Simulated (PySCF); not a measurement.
Sn(F)2, SMILES [Sn]([F])[F] (F2Sn), PBE0/def2-SVP optimised geometry. Atoms within 1.6 Å of the plane z = 1.2 Å (x, y, z in Å): Sn1 (-0.87, -0.97, 0.00), F2 (-1.08, 0.97, 0.00), F3 (1.08, -0.97, 0.00).

Calculation: PySCF with PBE0/def2-TZVP, def2 effective core potentials past Kr. The core electrons that the potentials of Sn replace are not part of the density.

Map of the Laplacian of the electron density (e/bohr⁵) on the plane z = 1.2 Å:

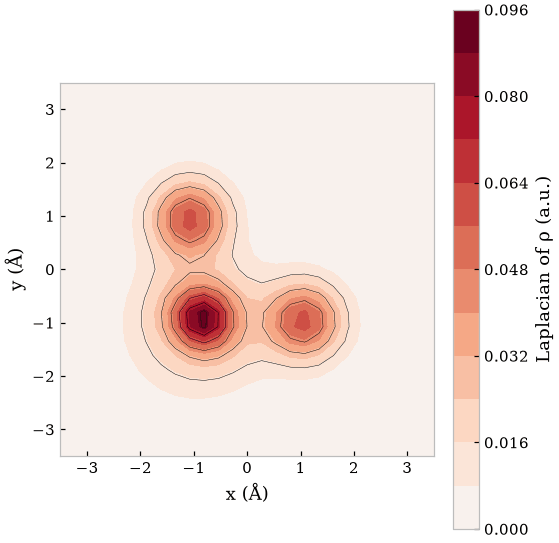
Figure. Laplacian of the electron density (e/bohr⁵) on the plane z = 1.2 Å.
